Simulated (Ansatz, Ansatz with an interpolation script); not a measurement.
## Settings in Wannier-interpolated G0W0: KCdCO3F (P-6c2)

How do the Wannier model and the GW settings move the interpolated bands of KCdCO3F (P-6c2)?

Method: maximally localised Wannier functions, PBEsol, plane waves, PAW; PAW set soft_1, in Ansatz 0.2.0.

### Step 1. The starting structure

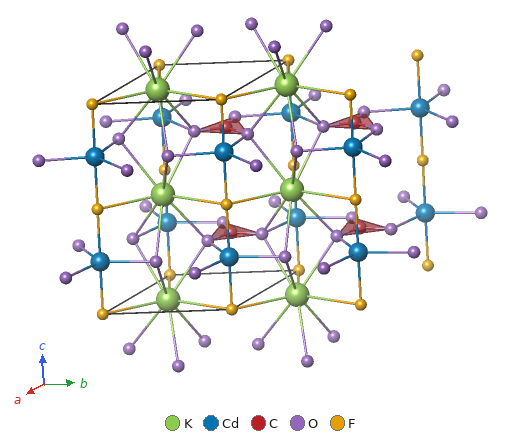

Start, viewed slightly off an axis; potassium green, cadmium blue, carbon red, oxygen purple, fluorine orange. 1×2×1 cells are drawn. Some periodic images of atoms are drawn too.

The cell and positions come from the Crystallography Open Database and are kept as given unless a step says otherwise.

### Step 2. Wannier model on 12×12×4

Localised functions give a small Hamiltonian that interpolates between mesh points at no cost.

The input, input.yaml:

```yaml
crystal:
  lattice:
    - [5.1349, 0.0, 0.0]
    - [-2.56745, 4.4469538459, 0.0]
    - [0.0, 0.0, 8.846]
  atoms:
    - { symbol: K, position: [0.6666666667, 0.3333333333, 0.5] }
    - { symbol: K, position: [0.6666666667, 0.3333333333, 0.0] }
    - { symbol: Cd, position: [0.0, 0.0, 0.25] }
    - { symbol: Cd, position: [0.0, 0.0, 0.75] }
    - { symbol: C, position: [0.3333333333, 0.6666666667, 0.25] }
    - { symbol: C, position: [0.3333333333, 0.6666666667, 0.75] }
    - { symbol: O, position: [0.4062, 0.9453, 0.25] }
    - { symbol: O, position: [0.5391, 0.5938, 0.25] }
    - { symbol: O, position: [0.0547, 0.4609, 0.25] }
    - { symbol: O, position: [0.0547, 0.5938, 0.75] }
    - { symbol: O, position: [0.4062, 0.4609, 0.75] }
    - { symbol: O, position: [0.5391, 0.9453, 0.75] }
    - { symbol: F, position: [0.0, 0.0, 0.5] }
    - { symbol: F, position: [0.0, 0.0, 0.0] }
kpoints:
  mp_grid: { grid: [6, 6, 2] }
hamiltonian:
  xc: pbesol
  pseudopotentials: { kind: paw, azcp: { folder: soft_1 }, xc_functional: pbe }
scf:
  occupations: { method: fixed }
  n_extra_bands: 107
output:
  wannier:
    kmesh: [12, 12, 4]
    projections:
      - { species: C, l: p, shell: 2 }
      - { species: Cd, l: s, shell: 5 }
      - { species: F, l: p, shell: 2 }
      - { species: O, l: p, shell: 2 }
    minimise: true
    write_hr: true
    seedname: w
    conv_tol: 1.0e-06
    max_iter: 20000
    stability_check: false
    disentanglement:
      window: [0.76, 22.3]
      frozen_window: [0.76, 10.75]
      conv_tol: 1.0e-08
```

Launch:

```sh
> ansatz run input.yaml --threads 2 --pin off --max-ram 92160MiB --backend cuda --events-out ev --progress --plain --runs-dir out --devices 1 --max-vram 13GiB
```

Numbers of over 12 decimals in the logs are rounded to 6 here.

What it wrote:

```text
scf.n_extra_bands = 107 over 58 filled bands (N_el = 116.0): the run solves 165 bands
GPUs: using 1 of 1 available (devices: 1).
Engine: ansatz 0.2.0, x86_64-unknown-linux-gnu
Pseudopotentials: kind: paw
Pseudopotential: K, paw, valence charge 9, recommended cutoff 420 eV (normal), soft_1/K.paw.azcp
Pseudopotential: Cd, paw, valence charge 20, recommended cutoff 420 eV (normal), soft_1/Cd.paw.azcp
Pseudopotential: C, paw, valence charge 4, recommended cutoff 420 eV (normal), soft_1/C.paw.azcp
Pseudopotential: O, paw, valence charge 6, recommended cutoff 420 eV (normal), soft_1/O.paw.azcp
Pseudopotential: F, paw, valence charge 7, recommended cutoff 420 eV (normal), soft_1/F.paw.azcp
Functional definition: PBEsol
  exchange = pbesol_x
  correlation = pbesol_c
device memory: the entry about to start is reckoned to put 3.8 GiB on a device that reports 42.9 GiB free (of which the cap on the GPU budget leaves the run 13.0 GiB)
GPU FFT provider: cuFFT
GPU libraries: cuBLAS 13.8.2, cuFFT 12.4.0, cuSOLVER 12.3.4
Crystal: 14 atoms, lattice volume = 201.995 Å³
Basis set: ecut = 420 eV, 3911 PW (Γ)
Bands: 165, of which v1, the nominal top of the filled ones, is band 58 counted from 1 (57 counted from 0)
Symmetry: 12 space group operations
Space group: P-6c2 (ITA 188), of the structure as read, at distance tolerance 5.9e-5 Å
k-points: 14 of 72 (time reversal used)
Non-local potential: K, projectors of the file, l = 0: 3, l = 1: 2, l = 2: 2
Non-local potential: Cd, projectors of the file, l = 0: 3, l = 1: 2, l = 2: 2, l = 3: 1
Non-local potential: C, projectors of the file, l = 0: 2, l = 1: 2, l = 2: 1
Non-local potential: O, projectors of the file, l = 0: 2, l = 1: 2, l = 2: 1
Non-local potential: F, projectors of the file, l = 0: 2, l = 1: 2, l = 2: 1
PAW form: soft (Blöchl's): semilocal exchange-correlation on the pseudo side does not see the compensation charge
PAW frozen core: K, regenerated for the run's functional, and the local potential with it (the file was generated under x = pbe(κ = 0.804, μ = 0.219515), c = pbe(β = 0.066725))
PAW frozen core: Cd, regenerated for the run's functional, and the local potential with it (the file was generated under x = pbe(κ = 0.804, μ = 0.219515), c = pbe(β = 0.066725))
PAW frozen core: C, regenerated for the run's functional, and the local potential with it (the file was generated under x = pbe(κ = 0.804, μ = 0.219515), c = pbe(β = 0.066725))
PAW frozen core: O, regenerated for the run's functional, and the local potential with it (the file was generated under x = pbe(κ = 0.804, μ = 0.219515), c = pbe(β = 0.066725))
PAW frozen core: F, regenerated for the run's functional, and the local potential with it (the file was generated under x = pbe(κ = 0.804, μ = 0.219515), c = pbe(β = 0.066725))
[...]
E_core_change = 1.238506  (= ΣΔE_core)
  E_smearing   = -0.000000  (= −TS)
  E_closure    = -0.000000  (closes the sum)
  Σ components = -24864.053001   (vs F -24864.053001, Δ=0.00e0)
--- Band table (eV; the first three rows and the last of 14) ---
  k-point 0: bands = [... 54 lower, 3.3447, 3.3447, 3.8903, 4.6362, 7.7471, 9.8936, 9.9071, 10.6237, ... 103 higher]
  k-point 1: bands = [... 54 lower, 3.3250, 3.3250, 4.2848, 4.2848, 8.4467, 8.4467, 10.4209, 10.4209, ... 103 higher]
  k-point 2: bands = [... 54 lower, 3.3197, 3.3532, 4.1048, 4.6391, 8.1132, 10.0957, 10.1141, 10.6311, ... 103 higher]
  k-point 13: bands = [... 54 lower, 3.3846, 3.3846, 4.5270, 4.5270, 10.2263, 10.2263, 10.6828, 10.6828, ... 103 higher]
Wannier search: line search 1 of at most 20000: gauge-dependent spread (as the search counts it) 206.6410415 Å², largest recent change 1.7e1 Å² against conv_tol 1.0e-6 Å², 0 stops escaped
Wannier search: line search 100 of at most 20000: gauge-dependent spread (as the search counts it) 36.0119331 Å², largest recent change 3.1e-1 Å² against conv_tol 1.0e-6 Å², 0 stops escaped
Wannier search: line search 200 of at most 20000: gauge-dependent spread (as the search counts it) 8.4794900 Å², largest recent change 4.7e-1 Å² against conv_tol 1.0e-6 Å², 0 stops escaped
Wannier search: line search 300 of at most 20000: gauge-dependent spread (as the search counts it) 5.9980476 Å², largest recent change 4.7e-4 Å² against conv_tol 1.0e-6 Å², 0 stops escaped
Wannier search: line search 400 of at most 20000: gauge-dependent spread (as the search counts it) 5.9515801 Å², largest recent change 5.7e-4 Å² against conv_tol 1.0e-6 Å², 0 stops escaped
Wannier search: line search 500 of at most 20000: gauge-dependent spread (as the search counts it) 5.9112024 Å², largest recent change 4.8e-4 Å² against conv_tol 1.0e-6 Å², 0 stops escaped
Wannier search: line search 600 of at most 20000: gauge-dependent spread (as the search counts it) 5.8781216 Å², largest recent change 2.7e-4 Å² against conv_tol 1.0e-6 Å², 0 stops escaped
Wannier search: line search 700 of at most 20000: gauge-dependent spread (as the search counts it) 5.8516345 Å², largest recent change 3.0e-4 Å² against conv_tol 1.0e-6 Å², 0 stops escaped
[...]
Wannier search: line search 1200 of at most 20000: gauge-dependent spread (as the search counts it) 5.6882030 Å², largest recent change 5.2e-4 Å² against conv_tol 1.0e-6 Å², 0 stops escaped
Wannier search: line search 1300 of at most 20000: gauge-dependent spread (as the search counts it) 5.6365219 Å², largest recent change 3.1e-4 Å² against conv_tol 1.0e-6 Å², 0 stops escaped
Wannier search: line search 1400 of at most 20000: gauge-dependent spread (as the search counts it) 5.6296114 Å², largest recent change 1.4e-5 Å² against conv_tol 1.0e-6 Å², 0 stops escaped
Wannier search: line search 1500 of at most 20000: gauge-dependent spread (as the search counts it) 5.6292481 Å², largest recent change 1.4e-6 Å² against conv_tol 1.0e-6 Å², 0 stops escaped
WARN: <dir> 12406 periodic images of 12392 elements of H(R) lie 4.88e-4 to 1.95e-3 Å beyond their element's nearest image, near the 9.77e-4 Å window within which an element is shared among its images; whether they share it moves the interpolated H(k) by 3.3e-3 eV (Frobenius norm, root mean square over the Brillouin zone); at the model's own mesh points H(k) does not change
[key lines of the parts left out:]
SCF converged after 10 iterations
Free energy (F): -24864.053001 eV
Fermi energy:    4.639070 eV
```

Elapsed: 2.1 min, on 1 × NVIDIA H100 80GB HBM3 (shared by 6 runs) with 2 threads of AMD EPYC 7R13 (Zen 3), shared host; peak memory 3.5 GiB; 2.3 min of CPU time.

The column dr2 measures how far the density is from self-consistency, as an energy; F and HF (Harris–Foulkes) agree once it is small.

This step gave:

| Quantity | Value |
| --- | --- |
| gauge-invariant spread | 64.57 Å² |
| diagonal spread | 0.1177 Å² |
| off-diagonal spread | 5.511 Å² |
| total spread | 70.19 Å² |
| least projectability | 8.30e-11 |
| localisation steps | 1547 |
| disentanglement steps | 3115 |
| r.m.s. interpolation error | 7.37e-4 eV |
| r.m.s. error near the gap | 8.65e-4 eV |

Near the gap the model misses directly solved bands by 0.9 meV r.m.s. and by 11 meV at most in the window tested. This tests the starting bands, not the corrections carried with them.

### Step 3. Wannier model on 6×6×2

Changes to input.yaml since step 2:

```diff
@@ -30,3 +30,3 @@
   wannier:
-    kmesh: [12, 12, 4]
+    kmesh: [6, 6, 2]
     projections:
```

What it wrote:

```text
[...]
GPUs: using 1 of 1 available (devices: 1).
[...]
GPU FFT provider: cuFFT
GPU libraries: cuBLAS 13.8.2, cuFFT 12.4.0, cuSOLVER 12.3.4
Crystal: 14 atoms, lattice volume = 201.995 Å³
Basis set: ecut = 420 eV, 3911 PW (Γ)
Bands: 165, of which v1, the nominal top of the filled ones, is band 58 counted from 1 (57 counted from 0)
Symmetry: 12 space group operations
[...]
k-points: 14 of 72 (time reversal used)
[...]
GPU buffer pool allocated for 77760 grid points (all kernels)
[...]
SCF iter   1: F=—  HF=-24877.671280 eV  |F-HF|=—  |Δ(HF+E_count)|=         —  Δρ=1.64e-1  dr2=5.06e1  ethr=3.10e-3  ⟨swp⟩=4.4  Hψ=7874  notcnv=0  defer=1439
[...]
SCF iter  10: F=-24864.053001 eV  HF=-24864.053001 eV  |F-HF|=3.80e-8  |Δ(HF+E_count)|=   3.14e-7  Δρ=4.36e-6  dr2=2.74e-8  ethr=8.62e-11  ⟨swp⟩=12.5  Hψ=17079  notcnv=0
SCF 1 converged in 10 iterations: F = -24864.053001 eV  dr2 = 2.74e-8
[...]
NSCF: frozen V_eff on 14 k-points
[...]
SCF converged after 10 iterations
Free energy (F): -24864.053001 eV
[...]
Internal energy: -24864.053001 eV  (E = F + TS)
E sigma→0 (E₀):  -24864.053001 eV
Fermi energy:    4.639070 eV
[...]
--- Band table (eV; the first three rows and the last of 14) ---
  k-point 0: bands = [... 54 lower, 3.3447, 3.3447, 3.8903, 4.6362, 7.7471, 9.8936, 9.9071, 10.6237, ... 103 higher]
  k-point 1: bands = [... 54 lower, 3.3250, 3.3250, 4.2848, 4.2848, 8.4467, 8.4467, 10.4209, 10.4209, ... 103 higher]
  k-point 2: bands = [... 54 lower, 3.3197, 3.3532, 4.1048, 4.6391, 8.1132, 10.0957, 10.1141, 10.6311, ... 103 higher]
  k-point 13: bands = [... 54 lower, 3.3846, 3.3846, 4.5270, 4.5270, 10.2263, 10.2263, 10.6828, 10.6828, ... 103 higher]
[...]
```

Elapsed: 22 s, on 1 × NVIDIA H100 80GB HBM3 (shared by 6 runs) with 2 threads; peak memory 1.3 GiB; 26 s of CPU time.

This step gave:

```yaml
gauge_invariant_spread: 60.08 Å²
diagonal_spread: 0.1153 Å²
off_diagonal_spread: 5.644 Å²
total_spread: 65.84 Å²
least_projectability: 1.86e-11
localisation_steps: 364
disentanglement_steps: 814
r_m_s_interpolation_error: 0.005306 eV
r_m_s_error_near_the_gap: 0.004783 eV
```

Near the gap the model misses directly solved bands by 4.8 meV r.m.s. and by 55 meV at most in the window tested. This tests the starting bands, not the corrections carried with them.

Frozen up to 6.11 eV; above it the model need not follow the bands. The electronic bands at the labelled points (eV, zero at the valence-band top; v1 is the highest filled band, c1 the lowest empty one):

```tsv
point	v4	v3	v2	v1	c1	c2	c3	c4
Γ	-1.29	-1.29	-0.75	0.00	3.11	5.25	5.27	5.98
M	-1.25	-0.79	-0.04	-0.03	4.85	6.04	6.07	6.33
K	-1.26	-0.73	-0.13	-0.10	5.12	6.02	6.21	6.61
Γ	-1.29	-1.29	-0.75	0.00	3.11	5.25	5.27	5.98
A	-1.31	-1.31	-0.35	-0.35	3.81	3.81	5.78	5.78
L	-1.26	-1.26	-0.04	-0.04	5.35	5.35	6.02	6.02
H	-1.25	-1.25	-0.11	-0.11	5.59	5.59	6.04	6.04
A	-1.31	-1.31	-0.35	-0.35	3.81	3.81	5.78	5.78
jump to L	-1.26	-1.26	-0.04	-0.04	5.35	5.35	6.02	6.02
M	-1.25	-0.79	-0.04	-0.03	4.85	6.04	6.07	6.33
jump to H	-1.25	-1.25	-0.11	-0.11	5.59	5.59	6.04	6.04
K	-1.26	-0.73	-0.13	-0.10	5.12	6.02	6.21	6.61
```

The same for Kohn-Sham, solved directly:

```tsv
point	v4	v3	v2	v1	c1	c2	c3	c4
Γ	-1.29	-1.29	-0.75	0.00	3.11	5.25	5.27	5.98
M	-1.25	-0.79	-0.04	-0.03	4.85	6.04	6.07	6.29
K	-1.26	-0.73	-0.13	-0.10	5.12	6.02	6.21	6.38
Γ	-1.29	-1.29	-0.75	0.00	3.11	5.25	5.27	5.98
A	-1.31	-1.31	-0.35	-0.35	3.81	3.81	5.78	5.78
L	-1.26	-1.26	-0.04	-0.04	5.35	5.35	6.02	6.02
H	-1.25	-1.25	-0.11	-0.11	5.59	5.59	6.04	6.04
A	-1.31	-1.31	-0.35	-0.35	3.81	3.81	5.78	5.78
L	-1.26	-1.26	-0.04	-0.04	5.35	5.35	6.02	6.02
M	-1.25	-0.79	-0.04	-0.03	4.85	6.04	6.07	6.29
H	-1.25	-1.25	-0.11	-0.11	5.59	5.59	6.04	6.04
K	-1.26	-0.73	-0.13	-0.10	5.12	6.02	6.21	6.38
```

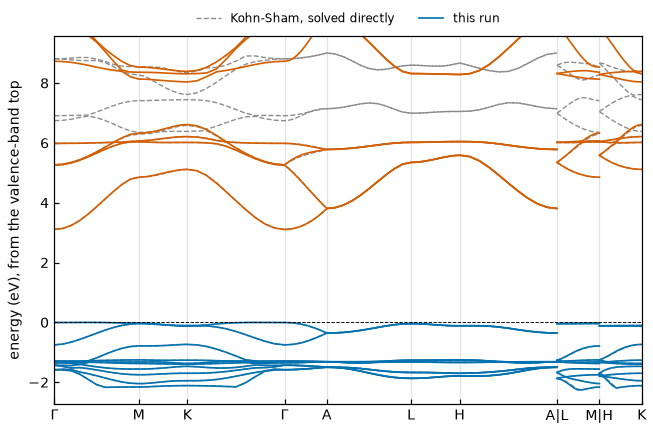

Electronic bands along the path; lines of filled and empty bands in two colours; dashed: Kohn-Sham, solved directly.

### Step 4. A faulty Wannier input

Changes to input.yaml since step 3:

```diff
@@ -43,4 +43,4 @@
     disentanglement:
-      window: [0.76, 22.3]
-      frozen_window: [0.76, 10.75]
+      window: [0.76, 7.75]
+      frozen_window: [0.76, 7.55]
       conv_tol: 1.0e-08
```

What it wrote:

```text
scf.n_extra_bands = 107 over 58 filled bands (N_el = 116.0): the run solves 165 bands
GPUs: using 1 of 1 available (devices: 1).
Engine: ansatz 0.2.0, x86_64-unknown-linux-gnu
Pseudopotentials: kind: paw
Pseudopotential: K, paw, valence charge 9, recommended cutoff 420 eV (normal), soft_1/K.paw.azcp
Pseudopotential: Cd, paw, valence charge 20, recommended cutoff 420 eV (normal), soft_1/Cd.paw.azcp
Pseudopotential: C, paw, valence charge 4, recommended cutoff 420 eV (normal), soft_1/C.paw.azcp
Pseudopotential: O, paw, valence charge 6, recommended cutoff 420 eV (normal), soft_1/O.paw.azcp
Pseudopotential: F, paw, valence charge 7, recommended cutoff 420 eV (normal), soft_1/F.paw.azcp
Functional definition: PBEsol
  exchange = pbesol_x
  correlation = pbesol_c
device memory: the entry about to start is reckoned to put 3.8 GiB on a device that reports 48.5 GiB free (of which the cap on the GPU budget leaves the run 13.0 GiB)
GPU FFT provider: cuFFT
GPU libraries: cuBLAS 13.8.2, cuFFT 12.4.0, cuSOLVER 12.3.4
Crystal: 14 atoms, lattice volume = 201.995 Å³
Basis set: ecut = 420 eV, 3911 PW (Γ)
Bands: 165, of which v1, the nominal top of the filled ones, is band 58 counted from 1 (57 counted from 0)
Symmetry: 12 space group operations
Space group: P-6c2 (ITA 188), of the structure as read, at distance tolerance 5.9e-5 Å
k-points: 14 of 72 (time reversal used)
Non-local potential: K, projectors of the file, l = 0: 3, l = 1: 2, l = 2: 2
Non-local potential: Cd, projectors of the file, l = 0: 3, l = 1: 2, l = 2: 2, l = 3: 1
Non-local potential: C, projectors of the file, l = 0: 2, l = 1: 2, l = 2: 1
[...]
NSCF: frozen V_eff on 14 k-points
[...]
device memory: the entry about to start is reckoned to put 3.0 GiB on a device that reports 53.4 GiB free (of which the cap on the GPU budget leaves the run 13.0 GiB)
NSCF: frozen V_eff on 17 k-points
the Wannier pass solved 17 of the 72 points of its mesh, and has the states at the others by symmetry: states obtained by the crystal's operations at points that were solved too leave a residual of 7.46e-13 eV (read by the count's bands and the next), within 8.33e-6 eV
SCF converged after 10 iterations
Free energy (F): -24864.053001 eV
Harris-Foulkes:  -24864.053001 eV  (|F-HF|=3.80e-8)
Internal energy: -24864.053001 eV  (E = F + TS)
E sigma→0 (E₀):  -24864.053001 eV
Fermi energy:    4.639070 eV
--- Per-component energies (eV) ---
  E_band       = -1430.894608
  E_kinetic    = 2973.838451
  E_local      = -13403.183479  (includes V_loc(G=0)·N_el)
  E_nonlocal   = 819.148590
  E_hartree    = 5675.449841
  E_xc         = -1243.585543
  E_vxc        = -1569.498676  (∫ρ·V_xc dr)
  E_paw        = -11119.235705  (= ΣΔE_a)
  E_vpaw       = -1602.090565  (= ΣTr[D̂ρ^β])
  E_aug_tail   = 0.006556  (compensation charges beyond the density's cutoff)
  E_ewald      = -8567.730219
  E_core_change = 1.238506  (= ΣΔE_core)
  E_smearing   = -0.000000  (= −TS)
  E_closure    = -0.000000  (closes the sum)
  Σ components = -24864.053001   (vs F -24864.053001, Δ=0.00e0)
--- Band table (eV; the first three rows and the last of 14) ---
  k-point 0: bands = [... 54 lower, 3.3447, 3.3447, 3.8903, 4.6362, 7.7471, 9.8936, 9.9071, 10.6237, ... 103 higher]
  k-point 1: bands = [... 54 lower, 3.3250, 3.3250, 4.2848, 4.2848, 8.4467, 8.4467, 10.4209, 10.4209, ... 103 higher]
  k-point 2: bands = [... 54 lower, 3.3197, 3.3532, 4.1048, 4.6391, 8.1132, 10.0957, 10.1141, 10.6311, ... 103 higher]
  k-point 13: bands = [... 54 lower, 3.3846, 3.3846, 4.5270, 4.5270, 10.2263, 10.2263, 10.6828, 10.6828, ... 103 higher]
```

Run time: 7.6 s. Hardware: 1 × NVIDIA H100 80GB HBM3 (shared by 6 runs) with 2 threads; peak memory 1.2 GiB.

The self-consistent loop converged; the step after it was not made. The program's words: output.wannier: at mesh point 0 (counted from 0) output.wannier.disentanglement.window holds 17 states for 32 functions, beside 0 of inner shells that are left out. Raise the window's top, and output.wannier.disentanglement.top_band where it is typed. No Wannier file is written

The fault put into this input: an outer window with too few states.

### Step 5. G0W0: 6×6×2 mesh, 759 empty bands, screening to 140 eV, PAW set soft_1 files

G0W0 replaces the xc potential by the self-energy, built once from these orbitals. Only a window of levels is corrected, while the sums run over the empty bands that the input names.

This step: G0W0 on PBEsol, plane waves, PAW; PAW set soft_1.

input.yaml, the sections that differ from step 4:

```yaml
scf:
  occupations: { method: fixed }
gw:
  n_empty_bands: 759
  ecut_chi: 140.0
  qp_bands: [v16, c4]
  screening: { model: contour_deformation }
# crystal, kpoints, hamiltonian: as in step 4
# output: removed
```

What it wrote:

```text
GPUs: using 1 of 1 available (devices: 1).
[...]
GPU FFT provider: cuFFT
GPU libraries: cuBLAS 13.8.2, cuFFT 12.4.0, cuSOLVER 12.3.4
Crystal: 14 atoms, lattice volume = 201.995 Å³
Basis set: ecut = 420 eV, 3911 PW (Γ)
Bands: 72, of which v1, the nominal top of the filled ones, is band 58 counted from 1 (57 counted from 0)
Symmetry: 12 space group operations
[...]
k-points: 14 of 72 (time reversal used)
[...]
0    50      3.0584   -26.9211     4.4255   -21.1031  0.7695     1.6284     1.6659  root
[...]
13    59     10.2263   -11.3278    -3.9310   -16.7168  0.8214    11.7085    11.6842  root
    13    60     10.2263   -11.3278    -3.9310   -16.7168  0.8214    11.7085    11.6842  root
    13    61     10.6828   -10.9800    -4.0674   -16.7804  0.7990    12.4565    12.4158  root
    13    62     10.6828   -10.9800    -4.0674   -16.7804  0.7990    12.4565    12.4158  root
[key lines of the parts left out:]
SCF converged after 11 iterations
Free energy (F): -24864.053001 eV
Fermi energy:    4.639055 eV
```

It took 5.2 min on 1 × NVIDIA H100 80GB HBM3 (shared by 6 runs) with 2 threads; peak memory 2.7 GiB; 7.8 min of CPU time.

The G0W0 gap on the mesh is 5.475 eV.

### Step 6. G0W0: 3×3×1 mesh, 759 empty bands, screening to 140 eV, PAW set soft_1 files

Changes to input.yaml since step 5:

```diff
@@ -21,3 +21,3 @@
 kpoints:
-  mp_grid: { grid: [6, 6, 2] }
+  mp_grid: { grid: [3, 3, 1] }
 hamiltonian:
```

What it wrote:

```text
GPUs: using 1 of 1 available (devices: 1).
[...]
GPU FFT provider: cuFFT
GPU libraries: cuBLAS 13.8.2, cuFFT 12.4.0, cuSOLVER 12.3.4
Crystal: 14 atoms, lattice volume = 201.995 Å³
Basis set: ecut = 420 eV, 3911 PW (Γ)
Bands: 72, of which v1, the nominal top of the filled ones, is band 58 counted from 1 (57 counted from 0)
Symmetry: 12 space group operations
[...]
k-points: 3 of 9 (time reversal used)
[...]
0    50      3.0639   -26.9456     4.4504   -21.1015  0.7684     1.6274     1.6702  root
[...]
2    59      9.7558   -11.6471    -3.8293   -16.9032  0.8224    11.2045    11.1825  root
     2    60     10.6594   -11.1150    -4.2463   -17.1686  0.7959    12.5155    12.4666  root
     2    61     10.8536   -11.8660    -4.2299   -17.9015  0.7877    12.7139    12.6593  root
     2    62     11.0243    -4.6914    -3.3875    -8.9017  0.8609    11.8568    11.8470  root
[key lines of the parts left out:]
SCF converged after 11 iterations
Free energy (F): -24864.072589 eV
Fermi energy:    4.637306 eV
```

Wall time 20 s (1 × NVIDIA H100 80GB HBM3 (shared by 6 runs) with 2 threads); peak memory 1.6 GiB.

The G0W0 gap on the mesh is 5.497 eV.

(Continued in part 2 of 2.)

[Paths, hosts, dates, memory and timing lines, banners, echoed tables and standing remarks are left out of the program output.]

[Logs are printed without paths, hosts, clocks, repeated set-up lines and the standing remarks that a program may print on its own settings, such as how far it seeks lower states.]

[Runs of the session that timed out or met a known fault of the program may be left out.]

[Hosts, paths, dates, database ids (printed as entryN), source tags and the programs' standing remarks are cut or masked in the printed files.]
